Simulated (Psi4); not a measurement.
# Si2H3F (SMILES F[Si][SiH3]): a chain of runs, part 2 of 2

Psi4 1.11. Earlier steps stand in the parts before.

### Step 3. The harmonic vibrations at UM06-2X/pcseg-1 (density fitting) (run 2)

Contents of job.py:

```python
import psi4

psi4.set_memory('1600 MB')
psi4.set_num_threads(1)
psi4.core.set_output_file('output.dat', False)

molecule = psi4.geometry("""
0 3
F      0.68106296    -4.42123915     2.42376840
Si     2.15346386    -2.24168006     0.75556353
Si    -0.32789961     1.15769914    -0.59612733
H     -2.40446484     0.31402902    -2.28268900
H      1.46682809     2.77668042    -2.01280777
H     -1.40241111     2.57561923     1.57255638
units au
symmetry c1
""")

psi4.set_options(dict(basis='pcseg-1', reference='uks', t=298.15, rotational_symmetry_number=1))

E, wfn = psi4.frequency('M06-2X', return_wfn=True)
print('E =', round(E, 9))
print('wavenumbers / cm^-1:', wfn.frequencies().np.round(1))
```

Launch:

```sh
$ python job.py
```

output.dat, shortened:

```text
[...]
  Running in c1 symmetry.
[...]
  Nuclear repulsion =  130.607144781761178
[...]
  Multiplicity = 3
[...]
  Nalpha       = 21
  Nbeta        = 19
[...]
    Number of basis functions: 65
[...]
   @DF-UKS iter   1:  -680.39909269769805   -5.58549e-01   5.21728e-03 DIIS/ADIIS
[...]
   @DF-UKS iter  13:  -680.45414654398314   -1.25056e-12   3.30490e-09 DIIS
[...]
   @S^2 Observed:                2.004272581E+00
[...]
  @DF-UKS Final Energy:  -680.45414654398314
   => Energetics <=
    Nuclear Repulsion Energy =            130.6166130597637789
    One-Electron Energy =               -1203.5435756702922845
    Two-Electron Energy =                 417.8235746964360828
    DFT Exchange-Correlation Energy =     -25.3507586298906489
    Empirical Dispersion Energy =           0.0000000000000000
    VV10 Nonlocal Energy =                  0.0000000000000000
    Total Energy =                       -680.4541465439831427
[...]
  -Total Gradient:
     Atom            X                  Y                   Z
    ------   -----------------  -----------------  -----------------
       1        0.000023766905     0.000097334154    -0.000048705149
       2        0.000183056002     0.000048428524    -0.000090027654
       3       -0.000034245706     0.000556500707     0.000095917521
       4        0.000031502424     0.000052774358     0.000002916082
       5       -0.000292697434    -0.000061993355     0.000193204474
       6        0.000259078809    -0.000183624925    -0.000488352091
[...]
  ==> Harmonic Vibrational Analysis <==
[...]
  Freq [cm^-1]                 75.8477i            164.6245            398.7885
[...]
  IR activ [km/mol]             1.1203              5.0163             11.6495
[...]
  Freq [cm^-1]                 518.1501            527.0071            844.4416
[...]
  IR activ [km/mol]             3.7166             17.6584             234.8791
[...]
  Freq [cm^-1]                 884.1293            920.4513            952.9488
[...]
  IR activ [km/mol]            200.9904            55.0273             89.6351
[...]
  Freq [cm^-1]                2268.8604           2279.4035           2297.5726
[...]
  IR activ [km/mol]            73.5228             93.4497             88.5649
[...]
  Total E_0, Enthalpy at 0 [K]                                                         -680.42668104 [Eh]
[...]
  Total H, Enthalpy at  298.15 [K]                                                     -680.42134110 [Eh]
[...]
```

On the terminal:

```text
Warning: thermodynamics relations excluded imaginary frequencies: ['75.8477i']
Warning: used thermodynamics relations inappropriate for low-frequency modes: ['164.6245' '398.7885' '518.1501' '527.0071']
E = -680.454147487
wavenumbers / cm^-1: [ -75.8  164.6  398.8  518.2  527.   844.4  884.1  920.5  952.9 2268.9
 2279.4 2297.6]
```

Wall time 3.6 min (1 thread of Intel Xeon 6975P-C (Granite Rapids), shared host); peak memory 0.74 GiB.

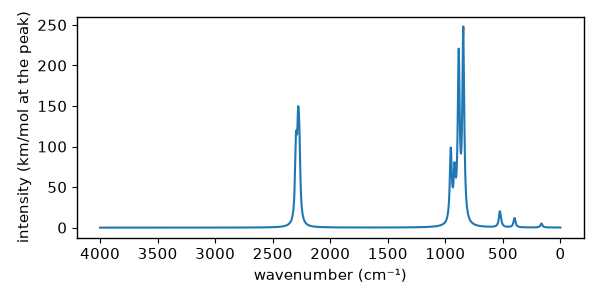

Harmonic infrared spectrum, unscaled, lines broadened by 10 cm⁻¹.

### Step 4. The energy at USCS-MP2/aug-cc-pVDZ (density fitting) (run 3)

Contents of calc.py:

```python
import psi4

psi4.set_memory(1600000000)
psi4.set_num_threads(1)
psi4.core.set_output_file('run.log', False)

molecule = psi4.geometry("""
0 3
F      0.68106296    -4.42123915     2.42376840
Si     2.15346386    -2.24168006     0.75556353
Si    -0.32789961     1.15769914    -0.59612733
H     -2.40446484     0.31402902    -2.28268900
H      1.46682809     2.77668042    -2.01280777
H     -1.40241111     2.57561923     1.57255638
units au
""")

options = {'reference': 'uhf', 'freeze_core': True}
psi4.set_options(options)

result, w = psi4.energy("scs-mp2/aug-cc-pVDZ", return_wfn=True)
print(f'total energy {result:.8f} hartree = {result * 27.211386:.5f} eV')
for k, v in sorted(psi4.core.scalar_variables().items()):
    print(f'{k:45s} {v:18.10f}')
```

Launch:

```sh
$ python calc.py
```

run.log, shortened:

```text
[...]
  Running in c1 symmetry.
[...]
  Nuclear repulsion =  130.607144781761178
[...]
  Multiplicity = 3
[...]
  Nalpha       = 21
  Nbeta        = 19
[...]
    Number of basis functions: 104
[...]
   @UHF iter   1:  -678.96169673719737   -8.37571e-01   3.21434e-03 DIIS/ADIIS
[...]
   @UHF iter  14:  -679.04162561546218   -7.38964e-12   5.63801e-09 DIIS
[...]
   @S^2 Observed:                2.010446284E+00
[...]
  @UHF Final Energy:  -679.04162561546218
   => Energetics <=
    Nuclear Repulsion Energy =            130.6071447817611784
    One-Electron Energy =               -1202.9948027854588872
    Two-Electron Energy =                 393.3460323882354146
    Total Energy =                       -679.0416256154621806
  UHF NO Occupations:
  HONO-2 :   19  A 1.9956273
  HONO-1 :   20  A 1.0000000
[...]
 Multipole Moments:
 ------------------------------------------------------------------------------------
     Multipole            Electronic (a.u.)      Nuclear  (a.u.)        Total (a.u.)
 ------------------------------------------------------------------------------------
 L = 1.  Multiply by 2.5417464519 to convert [e a0] to [Debye]
 Dipole X            :          2.3940041           -2.2800770            0.1139271
 Dipole Y            :         -5.8197214            6.4153790            0.5956576
 Dipole Z            :          2.7983280           -3.1789090           -0.3805810
 Magnitude           :                                                    0.7159813
[...]
	SCS-MP2 Total Energy (a.u.)        :  -679.41629095787289
	SOS-MP2 Total Energy (a.u.)        :  -679.38644224586574
	SCSN-MP2 Total Energy (a.u.)       :  -679.19922681486003
[...]
	SOS-PI-MP2 Total Energy (a.u.)     :  -679.44391168426637
[...]
	MP2 Total Energy (a.u.)            :  -679.41851894348667
[...]
```

Standard output:

```text
total energy -679.41629096 hartree = -18487.85895 eV
CURRENT CORRELATION ENERGY                         -0.3746653424
CURRENT ENERGY                                   -679.4162909579
CURRENT REFERENCE ENERGY                         -679.0416256155
DD SOLVATION ENERGY                                 0.0000000000
HF KINETIC ENERGY                                 678.8413677373
HF POTENTIAL ENERGY                             -1357.8829933528
HF TOTAL ENERGY                                  -679.0416256155
HF VIRIAL RATIO                                     2.0002949995
MP2 CORRELATION ENERGY                             -0.3768933280
MP2 DOUBLES ENERGY                                 -0.3768933280
MP2 OPPOSITE-SPIN CORRELATION ENERGY               -0.2873471920
MP2 SAME-SPIN CORRELATION ENERGY                   -0.0895461360
MP2 SINGLES ENERGY                                  0.0000000000
MP2 TOTAL ENERGY                                 -679.4185189435
NUCLEAR REPULSION ENERGY                          130.6071447818
ONE-ELECTRON ENERGY                             -1202.9948027855
PCM POLARIZATION ENERGY                             0.0000000000
PE ENERGY                                           0.0000000000
SCF ITERATION ENERGY                             -679.0416256155
SCF ITERATIONS                                     14.0000000000
SCF TOTAL ENERGY                                 -679.0416256155
SCS(N)-MP2 CORRELATION ENERGY                      -0.1576011994
SCS(N)-MP2 TOTAL ENERGY                          -679.1992268149
SCS-MP2 CORRELATION ENERGY                         -0.3746653424
SCS-MP2 TOTAL ENERGY                             -679.4162909579
SCS-MP2-VDW CORRELATION ENERGY                     -0.4125774738
SCS-MP2-VDW TOTAL ENERGY                         -679.4542030892
SOS-MP2 CORRELATION ENERGY                         -0.3448166304
SOS-MP2 TOTAL ENERGY                             -679.3864422459
SOS-PI-MP2 CORRELATION ENERGY                      -0.4022860688
SOS-PI-MP2 TOTAL ENERGY                          -679.4439116843
TWO-ELECTRON ENERGY                               393.3460323882
```

Wall time 13 s (1 thread of Intel Xeon 6975P-C (Granite Rapids), shared host); peak memory 0.66 GiB.

### Step 5. Summary of results

What follows sums up all 2 parts.

| quantity | value |
| --- | --- |
| run 1, UM06-2X/pcseg-1: total energy at the end | -680.45415 Eh |
| run 1, UM06-2X/pcseg-1: dipole moment | 1.99 D |
| run 1, UM06-2X/pcseg-1: HOMO energy (highest over α and β) | -6.17 eV |
| run 1, UM06-2X/pcseg-1: LUMO energy (lowest over α and β) | -3.05 eV |
| run 1, UM06-2X/pcseg-1: ⟨S²⟩ | 2.004 |
| run 2, UM06-2X/pcseg-1: lowest harmonic wavenumber | 76i cm⁻¹ (imaginary) |
| run 2, UM06-2X/pcseg-1: highest harmonic wavenumber | 2298 cm⁻¹ |
| run 3, USCS-MP2/aug-cc-pVDZ: total energy | -679.41629 Eh |
| run 3, USCS-MP2/aug-cc-pVDZ: HOMO energy (Hartree–Fock orbitals) (highest over α and β) | -8.16 eV |
| run 3, USCS-MP2/aug-cc-pVDZ: LUMO energy (Hartree–Fock orbitals) (lowest over α and β) | -0.03 eV |
| run 3, USCS-MP2/aug-cc-pVDZ: correlation energy (11 core orbitals frozen) | -374.7 mEh |
| run 3, USCS-MP2/aug-cc-pVDZ: ⟨S²⟩ of the reference determinant | 2.010 |

What this shows: The optimisation (run 1, UM06-2X/pcseg-1) took 5 steps and changed the energy by -0.089 eV. 1 mode is imaginary (lowest 76i cm⁻¹): a first-order saddle point, unless the integration grid spoils the Hessian.
